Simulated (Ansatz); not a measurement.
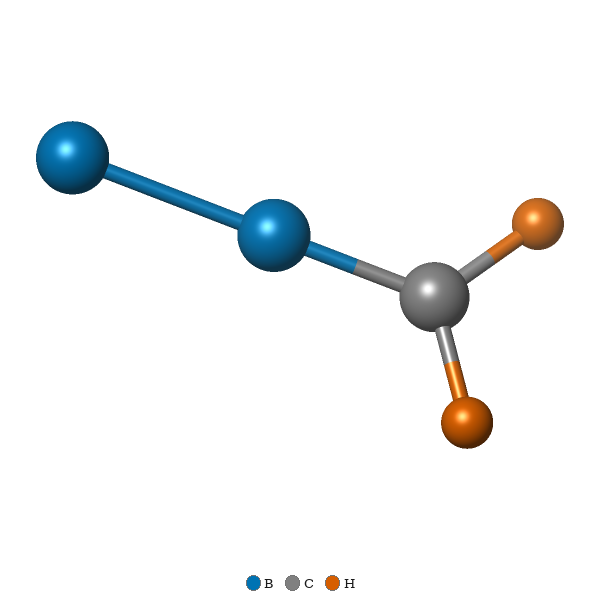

Rendered structure (ball-and-stick style). Every bond is drawn as one stick, whatever its order.

The computed structure is the end point of a PBE0-D4/def2-TZVP optimisation. No frequency run is at hand to confirm it as a minimum.

Description:

The molecule is CH₂B₂. All atoms lie on one plane. Coordination: 1 C trigonal planar; 1 B linear.

The parts below concern this one geometry. Atoms keep their numbers from picture to picture.

**Electronic properties**

No frequency run is at hand to confirm it as a minimum. Properties computed with RKS PBE0-D4/def2-TZVPP (Ansatz 0.2.0).

Computed properties:

- HOMO energy (Kohn–Sham orbital): −6.29 eV
- LUMO energy (Kohn–Sham orbital): −3.72 eV
- HOMO–LUMO gap: 2.57 eV

**Dipole moment**

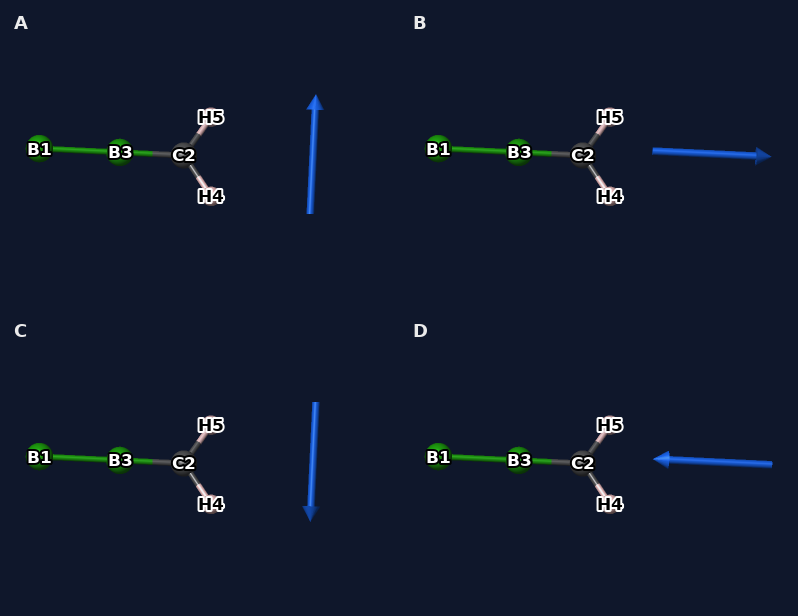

The same molecule four times, each with an arrow. No frequency run is at hand to confirm it as a minimum. Properties computed with RKS PBE0-D4/def2-TZVP (Ansatz 0.2.0).

Which arrow points along the dipole moment, from the negative to the positive end?

B. The dipole moment is 2.66 D; it points from the side of B1 to the side of H4, H5 (the outermost atoms at the two ends).

**Charges**

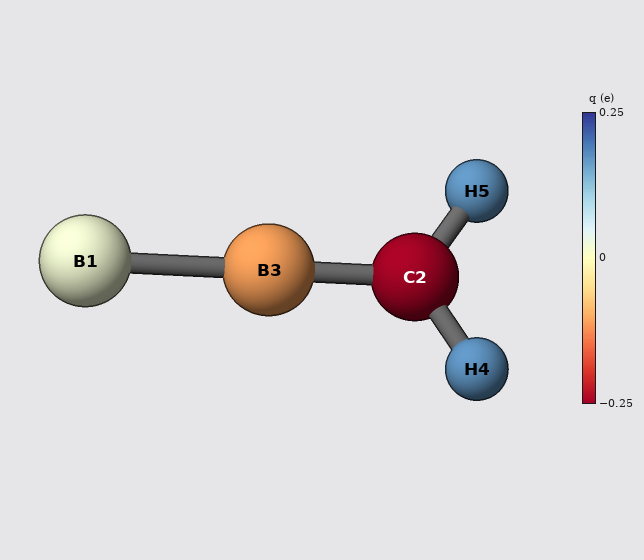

Atoms are coloured by their Mulliken charges. No frequency run is at hand to confirm it as a minimum. Level of theory: RKS PBE0-D4/def2-TZVP (Ansatz 0.2.0).

Give the Mulliken charges atom by atom.

```tsv
atom	value (e)
B1	0.02
C2	−0.25
B3	−0.11
H4	0.17
H5	0.17
```

Mulliken values depend strongly on the basis set and can even reverse the polarity of a bond.
